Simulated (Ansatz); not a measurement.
**Computed map of one atom of the cell: C (graphite type, space group P6_3/mmc)**

C (graphite type, space group P6_3/mmc)

```
C
1.0
    2.45522     0.00000     0.00000
   -1.22761     2.12628     0.00000
    0.00000     0.00000     6.67049
C
4
Direct
  0.00000   0.00000   0.25000
  0.00000   0.00000   0.75000
  0.33333   0.66667   0.25000
  0.66667   0.33333   0.75000
```

Two-dimensional scan of atom 1 (C, nearest neighbour C at 1.418 Å; its periodic images, 2.5 Å or more away, move with it): u runs along (0.707, 0.707, 0.000), v along (0.000, 0.000, 1.000) (Cartesian). Cell and other atoms are fixed.

Computed with r2SCAN+rVV10 (plane waves to 500 eV, PAW, scalar-relativistic; Ansatz, a quantum-chemistry and plane-wave program). k mesh 12×12×4 (Γ-centred), Fermi-Dirac smearing 0.05 eV. Energies are smeared free energies. Points where atoms come too close for the PAW data are left out (x in tables, blank in figures). With partly filled bands, energies and forces of such displacements shift with the k mesh and the smearing. C was relaxed with its symmetry unable to fall. The PAW data are Ansatz's earlier set. The zero of ΔE is the undisplaced structure. Axes are in Å.

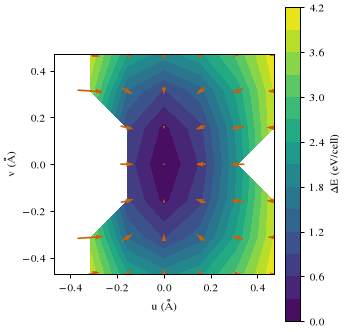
ΔE (eV/cell) over the plane, with arrows for the in-plane force on the moved atom.

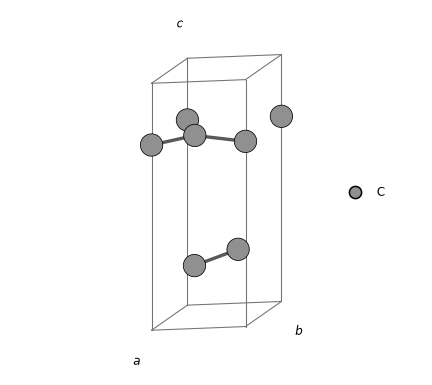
Figure. The cell of the calculation at u = 0.470 Å, v = -0.470 Å.

Lowest place on the grid: u = 0.000 Å, v = 0.000 Å (0 meV/cell).

(A displaced cell: forces are minus the slopes of the energy, force constants its curvatures, and phonons follow from these.)
